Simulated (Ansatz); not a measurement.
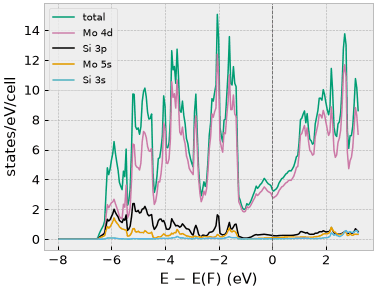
Figure: Total and projected density of states of SiMo3 (A15 (Cr3Si type), Pm-3n), plane-wave PAW LDA (Ansatz code)

Q: Which orbitals carry the states next to the Fermi level?

A: Within 0.5 eV of the Fermi level: Mo 4d 86 %, Si 3p 7 %. Projections are on Löwdin-orthogonalised atomic valence shells; empty p or d shells of many metals are not among them.

Q: Where is the tallest occupied peak in this window, and what makes it?

A: Near -2.1 eV, about 15 states/eV per cell; the largest projected share is Mo 4d.

The LDA relaxation kept the symmetry of its start; of distortions, only those at the zone centre were tested. The run is not spin-polarised. Scalar-relativistic: spin–orbit coupling is off unless named, which matters more the heavier the elements.

Potentials: the later of the program's two PAW sets.
